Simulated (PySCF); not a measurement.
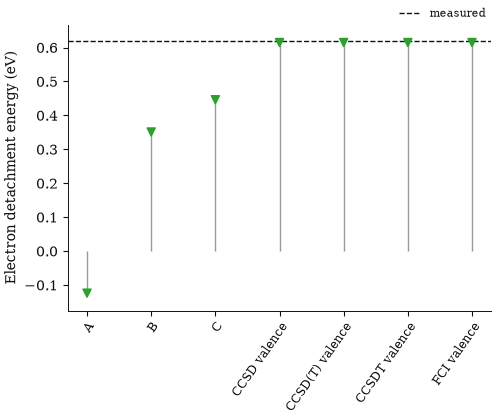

The electron detachment energy of Li⁻ ([He] 2s² → [He] 2s) by several methods, in rising order. PySCF, aug-cc-pCVTZ-DK, spin-free X2C-1e, unrestricted single determinants, no spin-orbit coupling. Methods marked “valence” freeze 2 core electrons. The lettered entries are HF, MP2 valence and SCS-MP2 valence in some order.

Match the letters to the methods.

A is HF (−0.124 eV); B is MP2 valence (0.351 eV); C is SCS-MP2 valence (0.446 eV). The values run from −0.124 eV (HF) to 0.615 eV (CCSD valence, CCSD(T) valence, CCSDT valence and FCI valence). The measured value is 0.618 eV; nearest to it come CCSD valence (−0.003) and FCI valence (−0.003), furthest HF (−0.742 eV).

Limits of the model: large single amplitudes.
